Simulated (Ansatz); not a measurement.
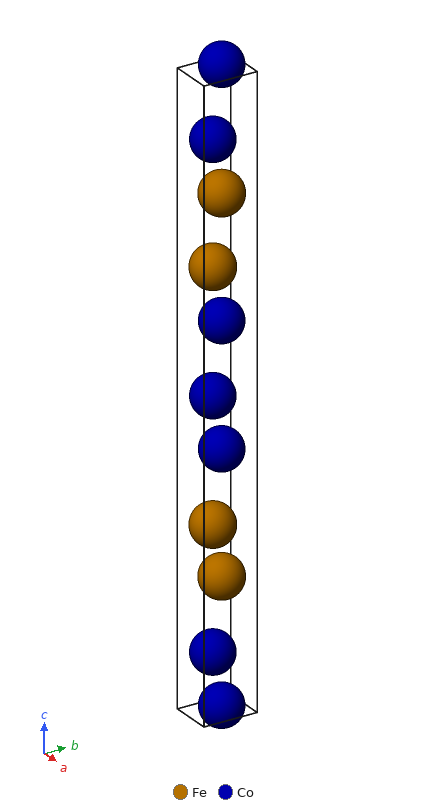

Figure: spheres-only view slightly off an axis. The parallelepiped is the simulation cell.

```yaml
crystal:
  lattice:
    - [2.48525, 0.00000, 0.00000]
    - [-1.24263, 2.15229, 0.00000]
    - [0.00000, 0.00000, 20.17543]
  atoms:
    - { symbol: Fe, position: [0.33333, 0.66667, 0.79892] }
    - { symbol: Fe, position: [0.33333, 0.66667, 0.20108] }
    - { symbol: Fe, position: [0.66667, 0.33333, 0.70108] }
    - { symbol: Fe, position: [0.66667, 0.33333, 0.29892] }
    - { symbol: Co, position: [0.33333, 0.66667, 0.39995] }
    - { symbol: Co, position: [0.33333, 0.66667, 0.60005] }
    - { symbol: Co, position: [0.66667, 0.33333, 0.50000] }
    - { symbol: Co, position: [0.33333, 0.66667, 0.00000] }
    - { symbol: Co, position: [0.66667, 0.33333, 0.89995] }
    - { symbol: Co, position: [0.66667, 0.33333, 0.10005] }
```

Method used: Ansatz, DFT PBE, scalar-relativistic, plane waves, PAW. It ran with 420 eV cutoff, an 18×18×2 mesh of k-points, Gaussian smearing of 0.1 eV, collinear spins. The state is antiferromagnetic.

Give the Bader charge of each element.

Answer. Fe +0.04 e; Co -0.05 to +0.01 e. Little charge moves, as in a metallic or covalent solid.

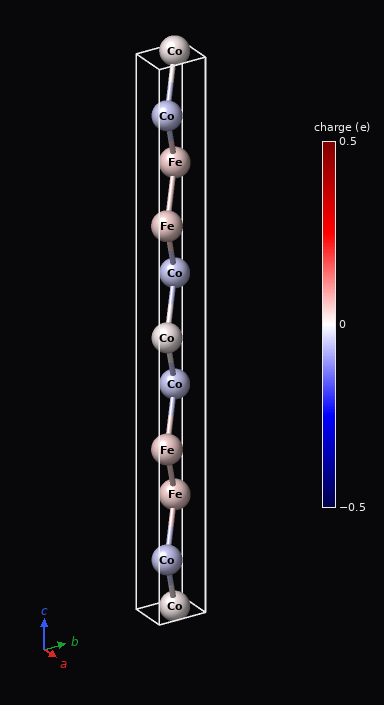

The atoms coloured by those charges.

Starting structure: a structure type filled with these elements by a generator (whether the compound takes this form wasn't checked). Earlier steps of the study may have refined or changed the cell and positions. A calculation with Ansatz used it as input.
